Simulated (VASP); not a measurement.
Band structure of ZnS (zinc blende). These are PBE GGA with spin-orbit coupling, VASP's PBE PAW potentials (set 64) (plane waves; VASP) values and carry that method's errors.

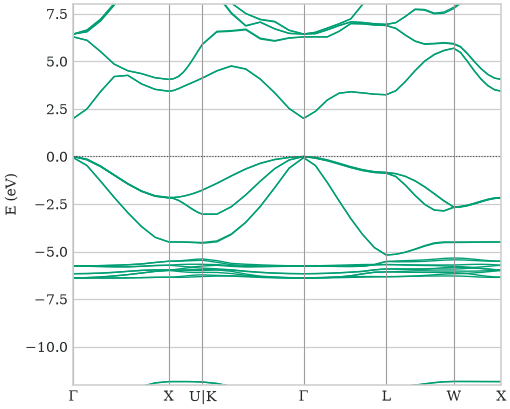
Fig. 1. Bands along high-symmetry lines, zero at the valence-band maximum or, without a gap, the Fermi level

Task: Read the plot: is there a gap, and where are the band edges?

Result: The gap is direct, 2.00 eV, from the valence maximum at Γ to the conduction minimum at Γ.

Measured: gap 3.94 eV (computed value off by -1.94 eV), as given by Wei Chen et al., Physical Review Materials (2018), doi:10.1103/physrevmaterials.2.073803 [zero-point renormalisation of 0.1 eV added back (the table's ZPR column)].

The compound is ZnS in the zinc blende structure. It was relaxed first.
